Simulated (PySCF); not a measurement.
```xyz
14

C     0.2736   -2.6641    2.5599
C     0.4913   -1.5830    2.0581
Al    0.7481    0.1814    1.2844
C     2.2606    0.9744    0.3581
C     3.1731    1.5186   -0.2246
S    -0.9701    1.5685    1.5981
B    -1.8976    1.0637    0.1780
C    -1.3953   -0.0352   -0.8401
H     0.0987   -3.6102    2.9934
H     3.9766    1.9799   -0.7300
H    -2.9348    1.5825    0.0160
H    -2.0246   -0.9248   -0.7872
H    -0.3571   -0.3646   -0.6540
H    -1.4430    0.3124   -1.8720
```

Geometry: GFN2-xTB.

All numbers below come from CAM-B3LYP/def2-SVPD, SCF density, gas phase (PySCF 2.14.0).

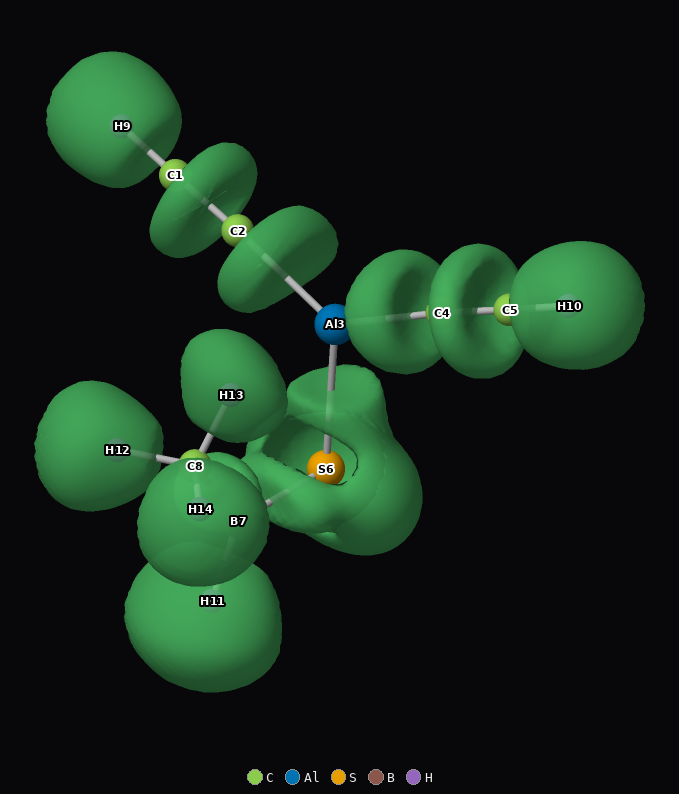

C$_{5}$H$_{6}$AlBS (SMILES C#[C][Al]([C]#C)[S]BC). Isosurface of the electron localisation function at 0.8 (green), seen at a tilt. Core shells and regions of very low density are left out.

Describe the localisation domains.

The ELF exceeds this value in one region between bonded B–C atoms (shared pairs), two regions between bonded C–C atoms (shared pairs), six regions around hydrogen nuclei, two lobes of the valence shell of C pointing towards Al (polar bonds) and one region on S in which the atom's valence shell and bonds are merged. Along the contacts the grid gives the following. C–C (1.21 Å): the ELF peaks at about 0.85 between the atoms: a multiple bond. C–B (1.58 Å): the ELF peaks at about 1 between the atoms; a covalent bond.
